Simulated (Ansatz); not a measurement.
C₃H₉FGeS₃: molecular dynamics (part 4 of 4)

C₃H₉FGeS₃; RKS PBE-d3bj/def2-SVP (Ansatz 0.2.0). The geometry comes from this level: PBE0-D4/def2-TZVP.

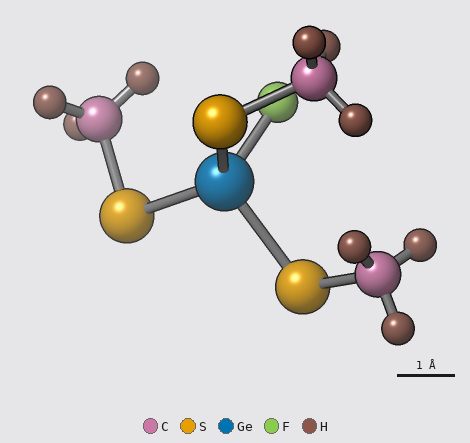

Fig. 1: The geometry at step 44 of the log (ball-and-stick view, seen at a tilt).

## Trajectory as extended XYZ, continued
```
17
Properties=species:S:1:pos:R:3:forces:R:3 step=39 time_fs=39.0 energy=-94950.44054 temperature=587.8
C    -0.9678   -2.7651   -1.8606   -2.1137  -1.3787   0.0681
S    -0.8208   -1.1639   -2.7071    0.5326   0.7693   1.3741
Ge   -0.2865   -0.0505   -0.7486   -0.7850   0.4746   0.7350
F    -1.3371   -0.5843    0.6675   -0.0552   0.0516  -1.2101
S     1.5730   -0.3569    0.5367    0.1444   0.2093  -0.4462
C     0.9389    0.1915    2.1784    2.4221  -0.5634   1.4071
S    -0.9476    2.0740   -1.2638    0.1577  -0.5188  -0.2448
C    -0.3211    3.1251    0.0691    0.0348   1.6511   1.9115
H    -1.4249   -2.7001   -0.7947    0.8740   0.0681  -1.2820
H    -1.7852   -3.3261   -2.4755    1.1824   0.5372   0.7833
H    -0.0239   -3.3495   -1.9119   -0.1582   0.1046   0.2379
H     0.0119   -0.3343    2.4392   -0.2582   0.2566   0.0094
H     0.9642    1.2963    2.2873   -0.5832  -0.1431  -0.1900
H     1.7947   -0.1395    2.9456   -1.4792   0.2882  -1.4080
H    -1.0994    3.2296    0.9604    1.3088  -0.4234  -1.4262
H    -0.2069    4.2316   -0.3179   -0.0164  -1.8194   0.3278
H     0.6941    2.7729    0.5017   -1.2077   0.4361  -0.6469
17
Properties=species:S:1:pos:R:3:forces:R:3 step=40 time_fs=40.0 energy=-94950.49787 temperature=615.0
C    -0.9741   -2.7640   -1.8632   -3.3543  -0.6267  -0.0065
S    -0.8229   -1.1610   -2.7046    0.5556   0.7780   1.3718
Ge   -0.2840   -0.0555   -0.7495   -0.7416   0.6413   0.7169
F    -1.3337   -0.5857    0.6653   -0.0706   0.0334  -1.1713
S     1.5800   -0.3580    0.5439    0.0634   0.1900  -0.5351
C     0.9331    0.1971    2.1779    2.9143  -0.6359   1.3994
S    -0.9504    2.0805   -1.2674    0.1788  -0.6899  -0.2651
C    -0.3271    3.1278    0.0756   -0.0586   1.5350   0.5075
H    -1.4285   -2.7155   -0.8013    0.8571   0.1380  -1.1566
H    -1.8037   -3.2984   -2.4793    1.1221   0.4378   0.7504
H    -0.0780   -3.3423   -1.9390    1.1273  -0.6679   0.1807
H     0.0117   -0.3307    2.4316   -0.4125   0.2155   0.1023
H     0.9825    1.2980    2.2749   -0.6866  -0.0072  -0.1398
H     1.8076   -0.1289    2.9459   -1.7001   0.2943  -1.4775
H    -1.0886    3.2207    0.9030    0.4719  -0.3294  -0.3141
H    -0.2273    4.2208   -0.3184    0.1246  -1.5664   0.2826
H     0.6548    2.7661    0.4818   -0.3909   0.2601  -0.2455
17
Properties=species:S:1:pos:R:3:forces:R:3 step=41 time_fs=41.0 energy=-94950.47924 temperature=606.4
C    -0.9831   -2.7634   -1.8658   -3.8677   0.1247  -0.1800
S    -0.8248   -1.1578   -2.7017    0.5761   0.7796   1.3636
Ge   -0.2816   -0.0604   -0.7502   -0.6915   0.8015   0.7035
F    -1.3304   -0.5871    0.6624   -0.0915   0.0128  -1.1295
S     1.5871   -0.3591    0.5511   -0.0171   0.1678  -0.6329
C     0.9297    0.2022    2.1786    2.9500  -0.6541   1.1890
S    -0.9532    2.0867   -1.2710    0.1988  -0.8526  -0.2867
C    -0.3332    3.1318    0.0824    0.1178   1.1519  -1.4247
H    -1.4239   -2.7295   -0.8190    0.6874   0.2161  -0.6929
H    -1.8115   -3.2664   -2.4758    0.7937   0.1938   0.5279
H    -0.1215   -3.3415   -1.9644    2.1091  -1.2944   0.0778
H     0.0075   -0.3249    2.4250   -0.4461   0.2218   0.1466
H     0.9943    1.2996    2.2612   -0.7576   0.1279  -0.0971
H     1.8043   -0.1155    2.9320   -1.6167   0.2028  -1.2833
H    -1.0733    3.2087    0.8424   -0.9700  -0.1918   1.3410
H    -0.2466    4.1950   -0.3161    0.2836  -0.9296   0.1010
H     0.6117    2.7618    0.4595    0.7416  -0.0782   0.2765
17
Properties=species:S:1:pos:R:3:forces:R:3 step=42 time_fs=42.0 energy=-94950.38152 temperature=562.6
C    -0.9952   -2.7627   -1.8686   -2.9845   0.3931  -0.5620
S    -0.8266   -1.1544   -2.6983    0.5905   0.7772   1.3475
Ge   -0.2793   -0.0652   -0.7509   -0.6339   0.9512   0.6966
F    -1.3271   -0.5885    0.6590   -0.1179  -0.0093  -1.0855
S     1.5941   -0.3601    0.5580   -0.0971   0.1460  -0.7382
C     0.9286    0.2068    2.1802    2.4622  -0.5796   0.7543
S    -0.9559    2.0927   -1.2747    0.2208  -1.0039  -0.3123
C    -0.3392    3.1367    0.0882    0.4328   0.4559  -3.1174
H    -1.4127   -2.7415   -0.8434    0.3768   0.2907   0.1029
H    -1.8117   -3.2325   -2.4674    0.1933  -0.1799   0.1141
H    -0.1447   -3.3530   -1.9891    2.1130  -1.2990   0.0474
H    -0.0009   -0.3171    2.4197   -0.3394   0.2825   0.1394
H     0.9989    1.3025    2.2465   -0.7945   0.2226  -0.0645
H     1.7855   -0.1001    2.9057   -1.1832   0.0053  -0.7972
H    -1.0672    3.1948    0.7945   -2.4969  -0.0856   2.9380
H    -0.2632    4.1602   -0.3129    0.4419   0.0875  -0.2256
H     0.5755    2.7567    0.4399    1.8162  -0.4547   0.7626
17
Properties=species:S:1:pos:R:3:forces:R:3 step=43 time_fs=43.0 energy=-94950.33966 temperature=543.0
C    -1.0098   -2.7616   -1.8719   -0.9282   0.1313  -1.1204
S    -0.8282   -1.1508   -2.6946    0.5977   0.7653   1.3216
Ge   -0.2770   -0.0699   -0.7515   -0.5692   1.0890   0.6940
F    -1.3239   -0.5899    0.6550   -0.1499  -0.0322  -1.0383
S     1.6011   -0.3610    0.5648   -0.1757   0.1281  -0.8458
C     0.9295    0.2109    2.1824    1.3941  -0.3219   0.0054
S    -0.9585    2.0984   -1.2786    0.2473  -1.1457  -0.3461
C    -0.3449    3.1420    0.0914    0.1889  -0.5748  -3.1667
H    -1.3979   -2.7508   -0.8668    0.0065   0.3436   1.0717
H    -1.8101   -3.2002   -2.4578   -0.5902  -0.6262  -0.4265
H    -0.1478   -3.3771   -2.0134    1.1932  -0.6690   0.1521
H    -0.0126   -0.3065    2.4158   -0.1310   0.3669   0.0970
H     0.9958    1.3075    2.2312   -0.7915   0.2389  -0.0364
H     1.7553   -0.0847    2.8718   -0.3105  -0.3232   0.0454
H    -1.0851    3.1800    0.7747   -2.7716  -0.0763   3.2413
H    -0.2756    4.1262   -0.3119    0.5697   1.3073  -0.6332
H     0.5568    2.7472    0.4274    2.2204  -0.6009   0.9848
17
Properties=species:S:1:pos:R:3:forces:R:3 step=44 time_fs=44.0 energy=-94950.36627 temperature=554.5
C    -1.0251   -2.7605   -1.8760    1.1552  -0.3262  -1.5558
S    -0.8297   -1.1469   -2.6904    0.5993   0.7352   1.2813
Ge   -0.2748   -0.0744   -0.7520   -0.4981   1.2149   0.6916
F    -1.3208   -0.5913    0.6505   -0.1869  -0.0556  -0.9851
S     1.6081   -0.3620    0.5713   -0.2518   0.1164  -0.9472
C     0.9315    0.2148    2.1847   -0.1298   0.1590  -1.0425
S    -0.9611    2.1038   -1.2825    0.2802  -1.2747  -0.3768
C    -0.3504    3.1468    0.0921   -0.6850  -1.6858  -1.5083
H    -1.3830   -2.7568   -0.8800   -0.2559   0.3588   1.7860
H    -1.8141   -3.1739   -2.4522   -1.2783  -0.9947  -0.8843
H    -0.1395   -3.4076   -2.0363    0.0468   0.1342   0.3130
H    -0.0256   -0.2924    2.4129    0.1021   0.4245   0.0451
H     0.9851    1.3147    2.2154   -0.7379   0.1615  -0.0011
H     1.7221   -0.0723    2.8383    0.9433  -0.7598   1.1867
H    -1.1295    3.1645    0.7860   -1.4022  -0.0648   2.0481
H    -0.2825    4.1046   -0.3169    0.6247   2.2007  -0.9002
H     0.5592    2.7320    0.4245    1.6742  -0.3435   0.8494
17
Properties=species:S:1:pos:R:3:forces:R:3 step=46 time_fs=46.0 energy=-94950.37896 temperature=567.6
C    -1.0521   -2.7594   -1.8881    2.0965  -1.2999  -1.2131
S    -0.8320   -1.1384   -2.6809    0.5873   0.6161   1.1313
Ge   -0.2707   -0.0830   -0.7527   -0.3378   1.4322   0.6740
F    -1.3147   -0.5942    0.6400   -0.2736  -0.1051  -0.8526
S     1.6218   -0.3637    0.5834   -0.3955   0.1125  -1.1008
C     0.9341    0.2234    2.1859   -1.7250   0.8820  -2.0658
S    -0.9660    2.1134   -1.2907    0.3629  -1.4495  -0.3489
C    -0.3637    3.1520    0.0913   -1.3773  -1.8806   1.1242
H    -1.3606   -2.7586   -0.8553   -0.1005   0.2911   0.9837
H    -1.8609   -3.1508   -2.4674   -1.0641  -0.8701  -0.5790
H    -0.1296   -3.4589   -2.0721   -1.2840   1.0923   0.4760
H    -0.0470   -0.2520    2.4078    0.3354   0.3085  -0.0096
H     0.9436    1.3326    2.1844   -0.4577  -0.1357   0.1186
H     1.6930   -0.0727    2.8146    2.0609  -1.0408   2.2719
H    -1.2420    3.1326    0.8528    1.6182   0.1989  -0.5582
H    -0.2789    4.1242   -0.3514    0.4221   1.1829  -0.1955
H     0.6019    2.6965    0.4395   -0.4678   0.6654   0.1439
17
Properties=species:S:1:pos:R:3:forces:R:3 step=47 time_fs=47.0 energy=-94950.38822 temperature=572.1
C    -1.0631   -2.7602   -1.8958    1.2394  -1.6701  -0.7017
S    -0.8329   -1.1339   -2.6757    0.5691   0.5285   1.0211
Ge   -0.2686   -0.0870   -0.7529   -0.2507   1.5263   0.6564
F    -1.3119   -0.5958    0.6341   -0.3218  -0.1313  -0.7716
S     1.6286   -0.3645    0.5890   -0.4629   0.1186  -1.1406
C     0.9335    0.2287    2.1841   -0.7775   0.6347  -1.2660
S    -0.9683    2.1176   -1.2950    0.4055  -1.4911  -0.2885
C    -0.3720    3.1522    0.0919   -1.1112  -1.1106   1.2835
H    -1.3517   -2.7551   -0.8250    0.0942   0.2293  -0.0968
H    -1.9016   -3.1527   -2.4851   -0.2910  -0.4777   0.0481
H    -0.1409   -3.4706   -2.0834   -1.3956   1.1817   0.4459
H    -0.0531   -0.2269    2.4052    0.2667   0.1240   0.0010
H     0.9154    1.3403    2.1702   -0.2513  -0.2334   0.1888
H     1.7079   -0.0882    2.8349    0.9959  -0.5084   1.4286
H    -1.2811    3.1187    0.8835    2.2590   0.3364  -1.1559
H    -0.2703    4.1557   -0.3742    0.2187  -0.0432   0.4650
H     0.6216    2.6858    0.4509   -1.1866   0.9861  -0.1174
17
Properties=species:S:1:pos:R:3:forces:R:3 step=48 time_fs=48.0 energy=-94950.32565 temperature=544.6
C    -1.0731   -2.7623   -1.9041    0.1836  -1.7531  -0.2126
S    -0.8336   -1.1293   -2.6701    0.5411   0.4224   0.8949
Ge   -0.2666   -0.0909   -0.7530   -0.1620   1.6148   0.6364
F    -1.3092   -0.5974    0.6277   -0.3724  -0.1582  -0.6816
S     1.6351   -0.3653    0.5943   -0.5246   0.1290  -1.1513
C     0.9322    0.2345    2.1812    0.4766   0.2111  -0.2357
S    -0.9704    2.1213   -1.2994    0.4427  -1.5139  -0.2132
C    -0.3812    3.1515    0.0935   -0.7642  -0.3799   1.1211
H    -1.3419   -2.7495   -0.7956    0.1976   0.1580  -1.0189
H    -1.9453   -3.1593   -2.5025    0.4577  -0.1002   0.6191
H    -0.1656   -3.4710   -2.0904   -1.1823   1.0295   0.3463
H    -0.0568   -0.2005    2.4026    0.1149  -0.1078   0.0295
H     0.8848    1.3458    2.1578   -0.0288  -0.2484   0.2478
H     1.7323   -0.1085    2.8690   -0.3100   0.1575   0.3200
H    -1.2986    3.1080    0.9032    2.4505   0.4333  -1.4086
H    -0.2597    4.1868   -0.3926    0.0146  -1.0031   0.9732
H     0.6299    2.6847    0.4611   -1.5351   1.1090  -0.2664
17
Properties=species:S:1:pos:R:3:forces:R:3 step=49 time_fs=49.0 energy=-94950.24993 temperature=511.3
C    -1.0830   -2.7659   -1.9125   -0.8620  -1.4449   0.2058
S    -0.8342   -1.1244   -2.6642    0.5049   0.3000   0.7581
Ge   -0.2647   -0.0945   -0.7530   -0.0733   1.7012   0.6184
F    -1.3068   -0.5991    0.6210   -0.4255  -0.1860  -0.5854
S     1.6416   -0.3661    0.5992   -0.5781   0.1415  -1.1399
C     0.9313    0.2405    2.1782    1.3668  -0.1538   0.5396
S    -0.9725    2.1246   -1.3039    0.4721  -1.5284  -0.1320
C    -0.3910    3.1505    0.0960   -0.4278   0.1582   0.8066
H    -1.3301   -2.7423   -0.7759    0.1938   0.0841  -1.5870
H    -1.9846   -3.1668   -2.5139    0.9752   0.1712   0.9871
H    -0.2017   -3.4615   -2.0942   -0.6306   0.6136   0.1731
H    -0.0593   -0.1750    2.4003   -0.0437  -0.3385   0.0582
H     0.8538    1.3489    2.1478    0.1876  -0.1872   0.2866
H     1.7538   -0.1274    2.9061   -1.2425   0.6821  -0.5396
H    -1.2927    3.1014    0.9094    2.2857   0.4862  -1.3913
H    -0.2488    4.2083   -0.4017   -0.1610  -1.5499   1.2527
H     0.6236    2.6941    0.4688   -1.5415   1.0507  -0.3109
17
Properties=species:S:1:pos:R:3:forces:R:3 step=50 time_fs=50.0 energy=-94950.25691 temperature=516.7
C    -1.0936   -2.7706   -1.9208   -1.8582  -0.7443   0.5436
S    -0.8346   -1.1195   -2.6581    0.4623   0.1659   0.6139
Ge   -0.2627   -0.0979   -0.7530    0.0150   1.7880   0.6063
F    -1.3045   -0.6009    0.6140   -0.4810  -0.2154  -0.4862
S     1.6479   -0.3668    0.6038   -0.6220   0.1542  -1.1193
C     0.9315    0.2464    2.1755    1.7406  -0.4103   0.9952
S    -0.9744    2.1274   -1.3084    0.4945  -1.5387  -0.0455
C    -0.4012    3.1497    0.0992   -0.0796   0.5267   0.2846
H    -1.3165   -2.7342   -0.7714    0.1072   0.0151  -1.7740
H    -2.0146   -3.1727   -2.5159    1.2095   0.3197   1.1300
H    -0.2439   -3.4462   -2.0962    0.2464  -0.0635  -0.0708
H    -0.0623   -0.1528    2.3986   -0.1294  -0.5196   0.0653
H     0.8246    1.3503    2.1405    0.3790  -0.0801   0.3024
H     1.7635   -0.1398    2.9382   -1.7124   1.0007  -1.0503
H    -1.2649    3.0995    0.9023    1.7308   0.4915  -1.0607
H    -0.2395    4.2151   -0.3988   -0.2958  -1.7100   1.3160
H     0.6025    2.7136    0.4736   -1.2068   0.8202  -0.2503
```

This output came from the following input.

## The input
```yaml
crystal:
  periodic: [false, false, false]
  atoms:
    - {symbol: C, position_ang: [-0.620519, -2.838189, -1.714428]}
    - {symbol: S, position_ang: [-0.658007, -1.198473, -2.497602]}
    - {symbol: Ge, position_ang: [-0.443889, 0.023406, -0.696884]}
    - {symbol: F, position_ang: [-1.592673, -0.554686, 0.494377]}
    - {symbol: S, position_ang: [1.505371, -0.290719, 0.294071]}
    - {symbol: C, position_ang: [1.041877, -0.096239, 2.040156]}
    - {symbol: S, position_ang: [-0.913415, 2.098987, -1.230419]}
    - {symbol: C, position_ang: [0.010684, 2.993585, 0.049131]}
    - {symbol: H, position_ang: [-1.473281, -2.969444, -1.051042]}
    - {symbol: H, position_ang: [-0.678902, -3.561808, -2.527107]}
    - {symbol: H, position_ang: [0.310274, -2.986030, -1.168151]}
    - {symbol: H, position_ang: [0.155564, -0.681915, 2.271866]}
    - {symbol: H, position_ang: [0.875331, 0.950104, 2.292111]}
    - {symbol: H, position_ang: [1.886771, -0.471126, 2.617486]}
    - {symbol: H, position_ang: [-0.498411, 2.938888, 1.010491]}
    - {symbol: H, position_ang: [0.046682, 4.033288, -0.275296]}
    - {symbol: H, position_ang: [1.027444, 2.609971, 0.131442]}
basis:
  gaussian: {orbitals: def2-SVP}
hamiltonian: {xc: {name: PBE}, dispersion: d3bj}
md: {timestep: 1 fs, n_steps: 50, ensemble: nvt_nose_hoover, temperature: 1000, initial_velocities: maxwell_boltzmann, seed: 112}
```

Command:
```bash
ansatz run in.yaml --threads 5 --pin off --events-out ev --progress --plain --max-ram 66560MiB --backend cuda --devices 0, --max-vram 37GiB
```

## Key numbers

| quantity | value |
| --- | --- |
| outcome | finished |
| mean temperature over the second half | 574 K |
| trajectory | 50 steps, 50 fs |
| ensemble | nvt_nose_hoover |
| temperature in the input | 1000 K |
| time step | 1 fs |
| potential energy (last step) | −94950.2570 eV |
| mean-field energy (last step) | −94949.7329 eV |
| dispersion energy (last step) | −0.5240 eV |
| SCF solution under orbital rotations (last step) | stable |
| largest force (length of the vector) (last step) | 2.244 eV/Å |
| dipole moment (last step) | 1.32 D |
| hardware | 5 CPU threads, shared host |
| wall time | 2.1 min (CPU time 1.7 min) |
| peak memory | 0.85 GiB |

## Remarks

So short a trajectory is not equilibrated. The temperature stays far from the 1000 K of the thermostat over the second half: the run isn't equilibrated.
